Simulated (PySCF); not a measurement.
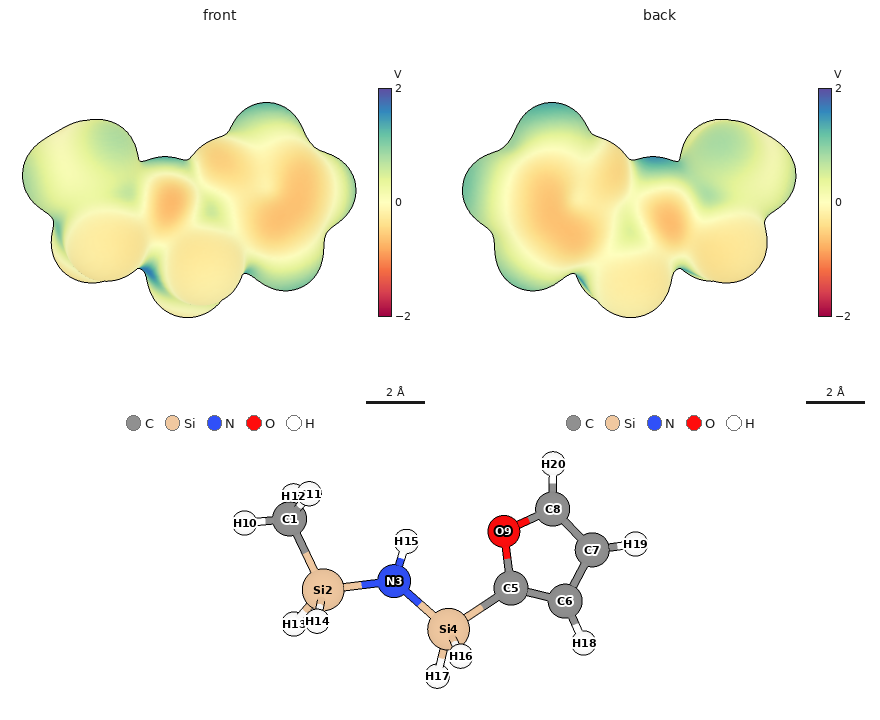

Figure. C5H11NOSi2 (SMILES C[SiH2]N[SiH2]c1ccco1). The molecular electrostatic potential painted on the density surface at 0.002 e/bohr³, seen from the front and from behind; the colour scale runs from red (negative) to blue (positive). The bare structure is drawn below in the same view.

Geometry: PBE0-D3(BJ)/def2-SVP.

Method: PBE0/pcSseg-1, SCF density, gas phase, non-relativistic (PySCF).

```yaml
atoms:
  - { symbol: C, position_ang: [-3.4356, 0.7640, -1.0735] }
  - { symbol: Si, position_ang: [-2.7322, -0.7606, -0.2432] }
  - { symbol: N, position_ang: [-1.0016, -0.5863, -0.1228] }
  - { symbol: Si, position_ang: [0.1870, -1.5589, 0.6813] }
  - { symbol: C, position_ang: [1.8333, -0.7758, 0.2495] }
  - { symbol: C, position_ang: [3.1450, -1.0919, 0.4894] }
  - { symbol: C, position_ang: [3.9378, -0.0701, -0.1146] }
  - { symbol: C, position_ang: [3.0524, 0.7991, -0.6798] }
  - { symbol: O, position_ang: [1.7905, 0.3873, -0.4656] }
  - { symbol: H, position_ang: [-4.5291, 0.6811, -1.1710] }
  - { symbol: H, position_ang: [-3.2130, 1.6692, -0.4881] }
  - { symbol: H, position_ang: [-3.0160, 0.8902, -2.0838] }
  - { symbol: H, position_ang: [-3.1070, -1.9823, -1.0279] }
  - { symbol: H, position_ang: [-3.3222, -0.9347, 1.1232] }
  - { symbol: H, position_ang: [-0.5963, 0.2047, -0.6187] }
  - { symbol: H, position_ang: [0.0020, -1.5866, 2.1670] }
  - { symbol: H, position_ang: [0.1727, -2.9860, 0.2289] }
  - { symbol: H, position_ang: [3.5040, -1.9628, 1.0353] }
  - { symbol: H, position_ang: [5.0227, 0.0090, -0.1288] }
  - { symbol: H, position_ang: [3.1711, 1.7204, -1.2452] }
```

**Describe the electrostatic potential map.**

The most negative region (about −0.7 V) lies over N3, C5, C6 and C7, the most positive (about +1.5 V) over Si2, Si4 and H15.

**What dipole moment does the calculation give?**

Its dipole moment is 1.74 D.
